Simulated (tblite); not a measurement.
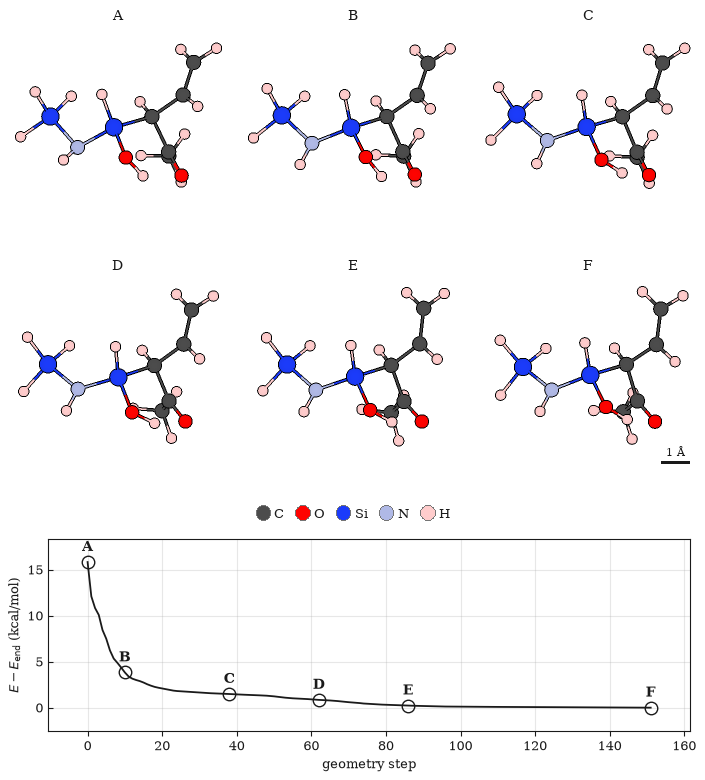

Frames of a relaxation of C5H13NO2Si2, marked on the history of the run. The picture is a ball-and-stick view, seen from a free direction.

Level of theory: GFN2-xTB geometry optimisation, gas phase in tblite. 

Describe the path.

Answer. The atom that moves furthest after the best rigid fit is an H atom (0.88 Å). By element the largest moves are H 0.88 Å, C 0.63 Å, O 0.39 Å, Si 0.37 Å, N 0.31 Å. Some distances before and after: Si–Si 2.795 → 3.138 Å, C–C 1.535 → 1.484 Å, N–Si 1.687 → 1.736 Å, C–Si 1.895 → 1.939 Å. Bond angles that change, for instance: Si–N–Si 111.4° → 129.7°, C–C–Si 114.3° → 106.8°, O–Si–N 102.2° → 109.5°. Groups turn about C–C by about 25°, O–Si by about 20°. Over 151 geometry steps the energy falls by 15.8 kcal/mol. The run took 2.9 s on 1 thread of AMD EPYC 7R43 64-Core Processor, with other jobs on the host. From step 0 to 10: an H atom moves most (0.32 Å), energy −12.0 kcal/mol. From step 10 to 38: an H atom moves most (0.32 Å), energy −2.34 kcal/mol. From step 38 to 62: H atoms move most (0.36 Å), energy −0.64 kcal/mol. From step 62 to 86: an H atom moves most (0.33 Å), energy −0.62 kcal/mol. From step 86 to 151: an H atom moves most (0.23 Å), energy −0.23 kcal/mol.
